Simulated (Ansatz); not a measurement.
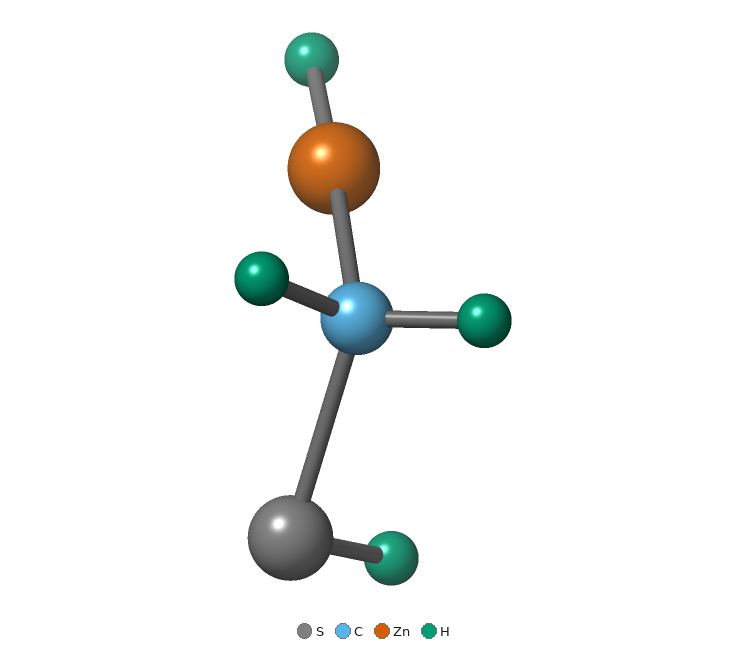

The picture shows the input geometry.

Input file:

```yaml
crystal:
  periodic: [false, false, false]
  atoms:
    - {symbol: S, position_ang: [-1.547159, 0.658456, -0.429627]}
    - {symbol: C, position_ang: [-0.126721, 0.308531, 0.655816]}
    - {symbol: Zn, position_ang: [1.295944, -0.457899, -0.434545]}
    - {symbol: H, position_ang: [-1.668036, -0.546190, -1.010473]}
    - {symbol: H, position_ang: [-0.443132, -0.267929, 1.525569]}
    - {symbol: H, position_ang: [0.187345, 1.291754, 1.015988]}
    - {symbol: H, position_ang: [2.362959, -1.054724, -1.368428]}
basis:
  gaussian: {orbitals: aug-cc-pVDZ}
total_charge: 1
magnetization: {spin_polarized: true, initial_magnetization: 1}
hamiltonian: {xc: {name: CAM-B3LYP}}
output: {forces: true}
```

Command:

```sh
ansatz run in.yaml --threads 2 --pin off --events-out ev --progress --plain --max-ram 4352MiB
```

What the program printed:

```
Functional definition: CAM-B3LYP
  name "CAM-B3LYP"
  cite "Yanai, Tew & Handy, Chem. Phys. Lett. 393, 51 (2004) doi:10.1016/j.cplett.2004.06.011"
  cite "Iikura, Tsuneda, Yanai & Hirao, J. Chem. Phys. 115, 3540 (2001) doi:10.1063/1.1383587"
  cite "Becke, Phys. Rev. A 38, 3098 (1988) doi:10.1103/PhysRevA.38.3098"
  cite "Lee, Yang & Parr, Phys. Rev. B 37, 785 (1988) doi:10.1103/PhysRevB.37.785"
  cite "Vosko, Wilk & Nusair, Can. J. Phys. 58, 1200 (1980) doi:10.1139/p80-159"
  parameter alpha = 0.19
  parameter beta = 0.46
  parameter omega = 0.33/bohr
  parameter ac = 0.81
  # Exact exchange under (alpha + beta erf(omega r))/r, Becke's under what is left of 1/r.
  exchange = (1 - alpha - beta)*b88_x + beta*b88_x_sr(omega) + alpha*exact_x + beta*exact_x_lr(omega)
  correlation = (1 - ac)*vwn5_c + ac*lyp_c
1474 factors; integrals over basis functions are off by at most 1.0e-3 eV
496 factors; integrals over basis functions are off by at most 3.8e-5 eV
mean field evaluation 1: about -60337.0895 eV, gradient 5.2e1 eV
mean field evaluation 2: about -60320.2057 eV, gradient 8.2e1 eV
mean field evaluation 4: about -60351.6206 eV, gradient 9.7e0 eV
mean field evaluation 8: about -60351.9355 eV, gradient 8.8e-1 eV
mean field evaluation 16: about -60351.9707 eV, gradient 1.6e-2 eV
mean field -60351.97071294 eV, -2217.8940156654 hartree, gradient 1.4e-5 eV, S^2 0.755886; 0 other end points of the search recorded, 0 dependent functions left out
the calculation of the forces begins
reference -60351.97085036 eV, -2217.8940207155 hartree; 28, 27 occupied and 117, 118 virtual orbitals, 1474 factors
Total energy: -60351.97085036 eV, -2217.8940207155 hartree
Atom 0 at    -1.547159     0.658456    -0.429627 Å, force     1.360584     0.314082     0.667633 eV/Å
Atom 1 at    -0.126721     0.308531     0.655816 Å, force    -1.963663     1.370776    -0.395258 eV/Å
Atom 2 at     1.295944    -0.457899    -0.434545 Å, force     0.988886    -0.586423    -0.633608 eV/Å
Atom 3 at    -1.668036    -0.546190    -1.010473 Å, force    -0.393762    -0.598563     0.053623 eV/Å
Atom 4 at    -0.443132    -0.267929     1.525569 Å, force     0.147593    -0.823062     0.033562 eV/Å
Atom 5 at     0.187345     1.291754     1.015988 Å, force     0.045339     0.202614     0.054742 eV/Å
Atom 6 at     2.362959    -1.054724    -1.368428 Å, force    -0.184977     0.120576     0.219306 eV/Å
Dipole moment:    -0.625984     0.112161     0.244803 e Å
```

Self-consistency was reached.
